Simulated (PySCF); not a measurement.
C₃H₁₂B₂O₂Si (SMILES BOB(C)O[SiH](C)C)

Input

```
{"job": {"kind": "nmr", "xc": "PBE0", "basis": "pcSseg-1"}, "charge": 0, "multiplicity": 1}
B     -2.586583     1.634662     0.069920
O     -1.998247     0.485466    -0.072716
B     -1.319829    -0.646658    -0.162682
C     -2.033344    -1.985139    -0.674317
O     -0.014505    -0.683693     0.183847
Si     1.241248     0.220761     0.682833
C      1.539755     1.669903    -0.514880
C      2.712167    -0.980071     0.707758
H     -3.119047     1.896370     1.091996
H     -2.603495     2.399429    -0.831513
H     -1.353765    -2.594779    -1.262024
H     -2.912485    -1.770414    -1.275007
H     -2.354712    -2.589515     0.171014
H      0.950068     0.728349     2.034112
H      0.706411     2.367720    -0.494215
H      1.643315     1.319442    -1.539281
H      2.439943     2.223473    -0.266787
H      3.612234    -0.476444     1.045165
H      2.915363    -1.394645    -0.275941
H      2.530359    -1.813538     1.379683
```

Launched as:

```sh
OMP_NUM_THREADS=1 python probes_run.py task.json out
```

Geometry: GFN2-xTB.

Computed with PBE0/pcSseg-1, SCF density, gas phase, non-relativistic in PySCF 2.14.0.

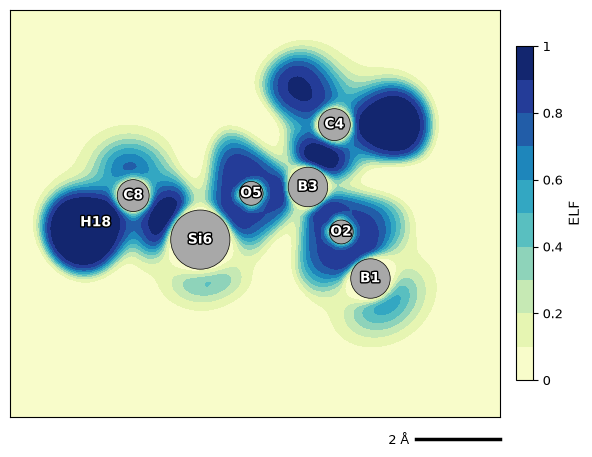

Figure 1. ELF on the plane of atoms O2, B3 and C4. Grey discs cover the atomic cores.

Question: What does the map show?

Answer:
- The plane passes through B, O, C, Si and H nuclei.
- B–O (1.30 Å): the ELF peaks at about 0.90 between the atoms (a polar covalent bond).
- C–B (1.60 Å): the ELF peaks at about 1 between the atoms; a shared electron pair.
- Si–O (1.63 Å): the ELF peaks at about 0.85 between the atoms, as expected for a short, strongly polar bond.
- C–Si (1.90 Å): the ELF peaks at about 0.95 between the atoms (a covalent bond).
- C–H (1.09 Å): the ELF climbs to about 1 towards the hydrogen, as it does in any bond to H (an ordinary covalent bond to hydrogen).
- The ELF also peaks beside O5, away from the bonds: lone-pair regions.

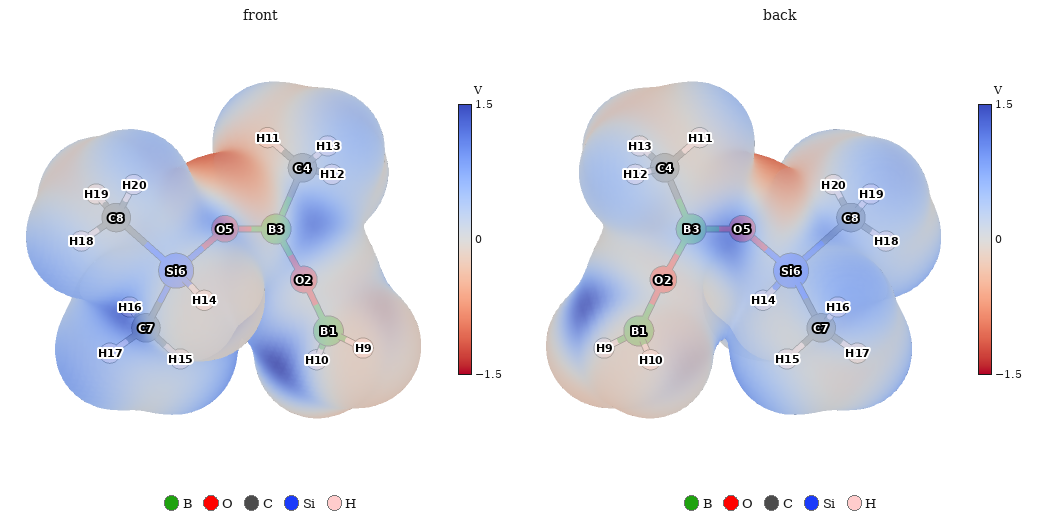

Figure 2. The electrostatic potential painted on the density surface at 0.002 e/bohr³, seen from the front and from behind; red is negative and blue positive.

Question: Which sites attract a positive test charge, and which a negative one?

Answer: A positive charge is drawn to the negative regions and a negative charge to the positive ones. The most negative region (about −0.9 V, or −21 kcal/mol for a unit charge) lies over O5, the most positive (about +1.3 V, or +30 kcal/mol for a unit charge) over B1.
